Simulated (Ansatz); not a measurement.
We consider zinc-blende BeSe, described by LDA in Ansatz (plane waves, PAW).

Numerical settings: plane-wave cutoff 520 eV, 12×12×12 k mesh, Fermi–Dirac smearing 0.01 eV, scalar-relativistic PAW data made under PBE.

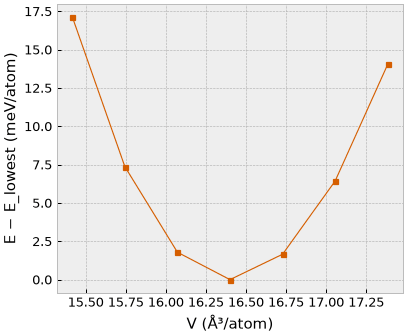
Fig. 1. Total energy against volume

From the curve, estimate the equilibrium volume and the bulk modulus.

V0 ≈ 16.4 Å³/atom and B0 ≈ 84 GPa; the fit gives V0 = 16.401 Å³/atom, B0 = 84.0 GPa, B′ = 3.9.

Measured, for comparison: bulk modulus 92.2 GPa (temperature not stated, not corrected to a static lattice; as tabulated in Inakpenu et al., APS March Meeting 2017, C27.9); equilibrium volume per atom 16.96 Å³/atom (temperature not stated, not corrected to a static lattice; as tabulated in Bernardini et al. (2000), arXiv:cond-mat/0007180). Computed (rounded) less measured: bulk modulus -9 %, equilibrium volume per atom -3.3 %.

Computed values are for the static lattice.

Ansatz is a quantum-chemistry and plane-wave program.
